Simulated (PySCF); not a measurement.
Zn(tBu)(OH), C₄H₁₀OZn, SMILES [C](C)([Zn][OH])(C)C, singlet at its GFN2-xTB optimised geometry (Å):

```
16

Zn     0.4821    -1.3309     0.0000
C     -0.8388     0.2269     0.0000
C     -0.5421     1.0116    -1.2740
C     -2.3211    -0.1211     0.0621
C     -0.4502     1.0673     1.2123
H     -1.0867     1.9590    -1.2585
H     -0.8511     0.4614    -2.1611
H      0.5205     1.2363    -1.3561
H     -2.6271    -0.7132    -0.7966
H     -2.5624    -0.6743     0.9663
H     -2.9076     0.8007     0.0633
H     -0.6933     0.5580     2.1434
H      0.6157     1.2914     1.2065
H     -0.9942     2.0149     1.1944
O      2.2446    -1.3309     0.0000
H      2.9076    -2.0149     0.0015
```

Calculation: PBE0/def2-TZVP in PySCF. Cells within 0.4 Å of a nucleus heavier than hydrogen are left out (blank, or x).

Map of the deformation density (molecule minus spherical neutral atoms) (e/bohr³) on the plane z = 1.0 Å:

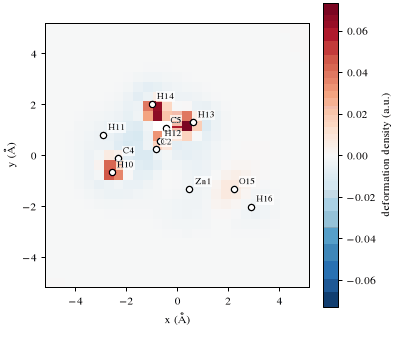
Fig. 1. Deformation density (molecule minus spherical neutral atoms) (e/bohr³) on the plane z = 1.0 Å.
